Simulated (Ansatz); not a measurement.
The calculation's input:

```
crystal:
  periodic: [false, false, false]
  atoms:
    - { symbol: Ga, position_ang: [-0.06582, 1.4e-05, -1.266501] }
    - { symbol: H, position_ang: [1.072804, 3.3e-05, 1.253785] }
    - { symbol: H, position_ang: [1.694534, -3.2e-05, 0.86841] }
    - { symbol: H, position_ang: [-1.122918, -1.5e-05, 0.055806] }
basis:
  gaussian: { orbitals: def2-SVP }
hamiltonian:
  xc: lda
relax:
  f_tol: 0.03
  max_steps: 50
output:
  orbitals: {}
```

Command:

```sh
ansatz run input.yaml --threads 1 --pin off --max-ram 2048MiB --backend cpu --events-out ev --progress --plain --runs-dir out
```

The fields are those of the run's last geometry, not of the input's.

Method: RKS LDA/def2-SVP (Ansatz).

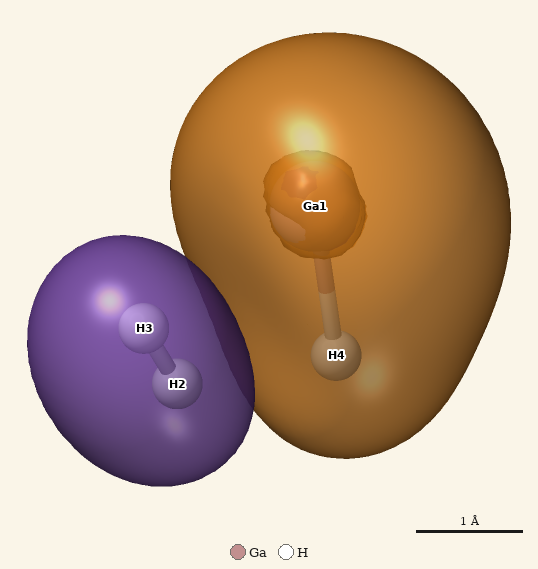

GaH···H2. The HOMO−1 at ±0.08 Å⁻³ᐟ² (orange and purple are the two phases), seen at an oblique angle.

Question: Describe this orbital and give its energy.

Answer: By Hirshfeld shares it lies mainly on Ga1 (about 55 %), H4 (about 20 %), H3 (about 15 %) and H2 (about 10 %); it is symmetric in the molecular plane (an in-plane orbital: σ, lone-pair or in-plane π type). Its energy is −8.52 eV.
